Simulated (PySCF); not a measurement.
## Electronic structure of C7H8ClN (SMILES [CH2+][C](C#N)C1(Cl)CCC1) (charge +1, doublet) in real space

```xyz
17

C     2.3469   -0.6910    0.5626
C     1.2849    0.0597    0.2424
C     1.4504    1.1590   -0.6435
N     1.6005    2.0696   -1.3173
C    -0.1218   -0.1895    0.6978
Cl   -0.1695   -0.9085    2.3067
C    -0.8606   -1.0153   -0.4547
C    -1.6322    0.2259   -0.8622
C    -1.1665    0.9023    0.4389
H     3.3447   -0.4129    0.2596
H     2.2455   -1.6016    1.1328
H    -1.4849   -1.7717    0.0146
H    -0.1975   -1.4666   -1.1883
H    -2.7116    0.1085   -0.9402
H    -1.2661    0.6984   -1.7707
H    -1.9303    0.9482    1.2118
H    -0.7389    1.8972    0.2999
```

Geometry: GFN2-xTB.

Theory: UKS B3LYP, pcH-1 on C Cl H N, non-relativistic, mean-field spin-orbit, GIAO (PySCF).

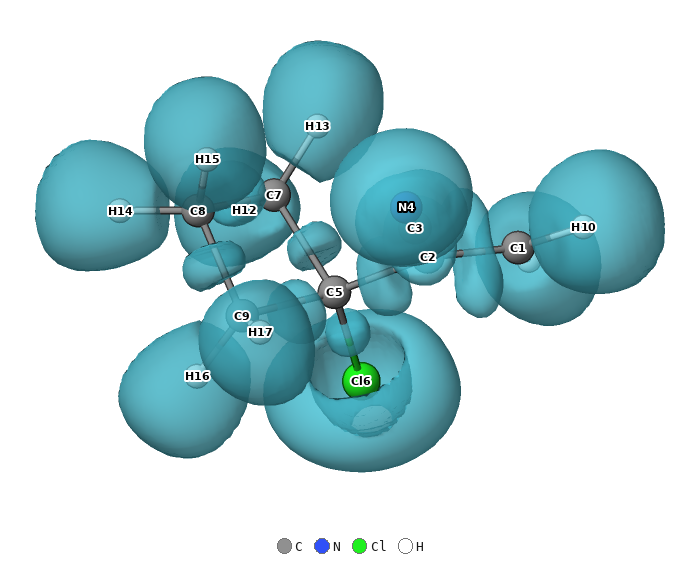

Figure 1. Isosurface of the electron localisation function at 0.8 (cyan), seen from one side. Only the valence region is drawn (cores and ρ < 0.01 e/Å³ removed).

> What do the ELF domains correspond to?

The ELF exceeds this value in seven regions between bonded C–C atoms (shared pairs), one region between bonded C–Cl atoms (shared pairs), one region between bonded C–N atoms (shared pairs), eight regions around hydrogen nuclei, one ring or bowl of non-bonding electrons around Cl and one lobe on N, pointing away from the bonds (non-bonding electrons). Along the contacts the grid gives the following. C–N (1.14 Å): the ELF peaks at about 0.85 between the atoms: a short, multiple covalent bond. C–C (1.34 Å): the ELF peaks at about 0.95 between the atoms (a multiple bond).

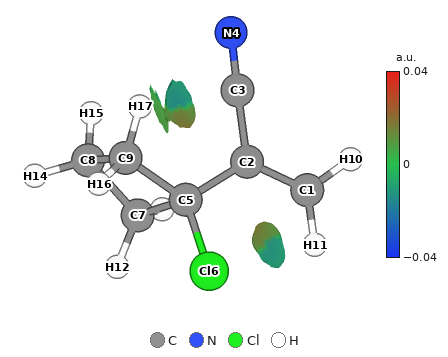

Figure 2. Non-covalent interaction (NCI) plot: the surface where the reduced density gradient is 0.5, for densities under 0.05 a.u., coloured by sign(λ₂)ρ; seen across its widest extent.

> Which non-covalent interactions does the plot reveal?

- Between C3 and C2 on one side and C9 and H17 on the other: a weak contact, attractive (blue-green) on one side and crowded (olive to red) on the other
- Between Cl6 and C5 on one side and C1 and H11 on the other: a weak contact, attractive (blue-green) on one side and crowded (olive to red) on the other
- Between C3 on one side and C8 and H15 on the other: a weak contact (green)
